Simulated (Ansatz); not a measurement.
## Electronic structure of H$_{6}$O$_{2}$Si$_{2}$···HCl in real space

Input file:

```
crystal:
  periodic: [false, false, false]
  atoms:
    - { symbol: Si, position_ang: [0.0, 0.0, 0.0] }
    - { symbol: Cl, position_ang: [0.0, 0.0, 2.48] }
    - { symbol: O, position_ang: [1.5842, 0.0, -0.5594] }
    - { symbol: H, position_ang: [1.9006, -0.9521, -0.6761] }
    - { symbol: H, position_ang: [-0.6877, 1.1914, -0.4862] }
    - { symbol: H, position_ang: [-0.6877, -1.1914, -0.4862] }
    - { symbol: O, position_ang: [1.0384, 1.566, 0.6243] }
    - { symbol: Si, position_ang: [2.4112, 1.4892, 1.5897] }
    - { symbol: H, position_ang: [2.8913, 0.1115, 1.6456] }
    - { symbol: H, position_ang: [3.4519, 2.344, 1.026] }
    - { symbol: H, position_ang: [2.0851, 1.9452, 2.9378] }
    - { symbol: H, position_ang: [0.749, 1.1295, 1.769] }
basis:
  gaussian: { orbitals: "6-31G*" }
hamiltonian:
  xc: pbe
  dispersion: d4
relax:
  f_tol: 0.15
  max_steps: 25
  restrain:
    - { distance: [0, 6], at: 1.68, k: 30.0 }
    - { distance: [11, 1], at: 1.37, k: 30.0 }
    - { distance: [0, 1], at: 3.33, k: 30.0 }
    - { distance: [11, 6], at: 2.21, k: 30.0 }
output:
  orbitals: {}
```

Run with:

```sh
ansatz run input.yaml --threads 2 --pin off --max-ram 3072MiB --backend cpu --events-out ev --progress --plain --runs-dir out
```

The fields are those of the run's last geometry, not of the input's.

Not at a stationary point (largest force 0.9 eV/Å).

Level of theory: RKS PBE-D4/6-31G* in Ansatz 0.2.0.

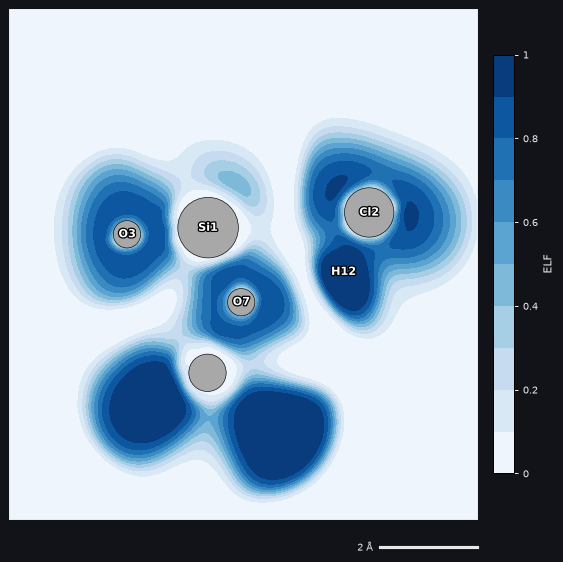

Figure 1. ELF on the plane of atoms O3, Si1 and O7. Grey discs cover the atomic cores.

### What do the fields say about this system?

The plane passes through Si, Cl, O and H nuclei. O7···H12 (2.21 Å): the ELF dips to about 0.05 between them. Si–O (1.68 Å): the ELF peaks at about 0.85 between the atoms, as expected for a shared but strongly polarised pair. Cl–H (1.34 Å): the ELF climbs to about 1 towards the hydrogen, as it does in any bond to H: a covalent bond by its length. The ELF also peaks beside O7, O3 and Cl2, away from the bonds: lone-pair regions.

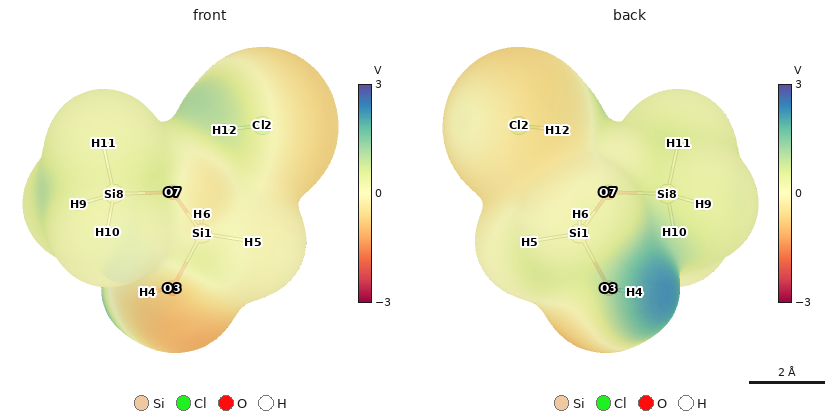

Figure 2. The molecular electrostatic potential painted on the density surface at 0.001 e/bohr³, seen from the front and from behind; the colour scale runs from red (negative) to blue (positive).

### Which sites attract a positive test charge, and which a negative one?

A positive charge is drawn to the negative regions and a negative charge to the positive ones. The most negative region (about −1.1 V) lies over O3, the most positive (about +2.3 V) over H4. O3 is the likeliest acceptor of a hydrogen bond.

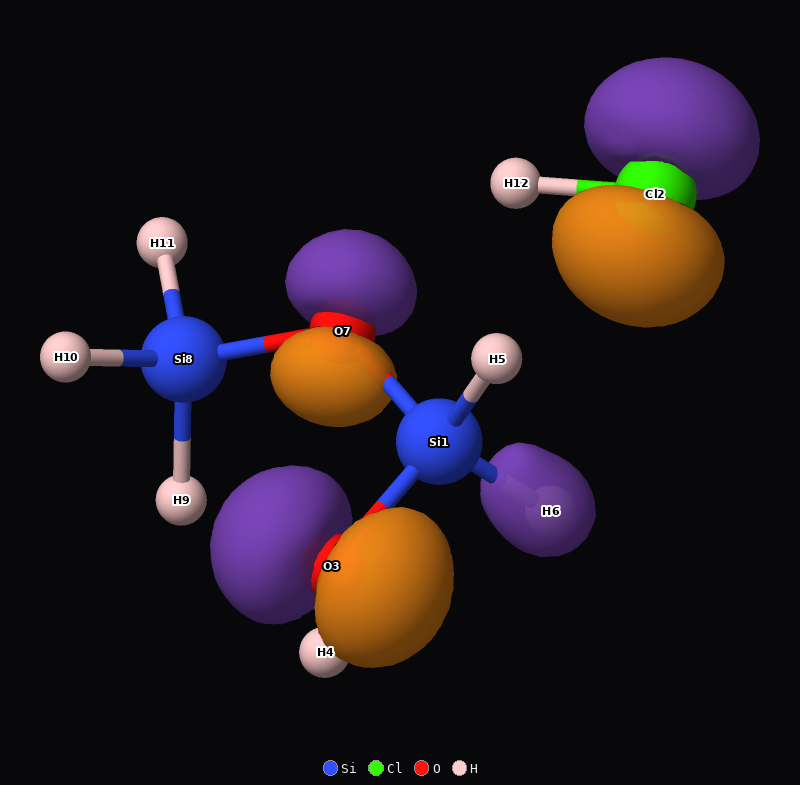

Figure 3. The HOMO−1 at ±0.15 Å⁻³ᐟ² (orange and purple are the two phases), seen at a tilt.

### Describe this orbital and give its energy.

By Hirshfeld shares it lies mainly on O3 (about 35 %), Cl2 (about 30 %) and O7 (about 15 %); largely a combination of lone pairs on O3, Cl2 and O7. Its energy is −7.36 eV.
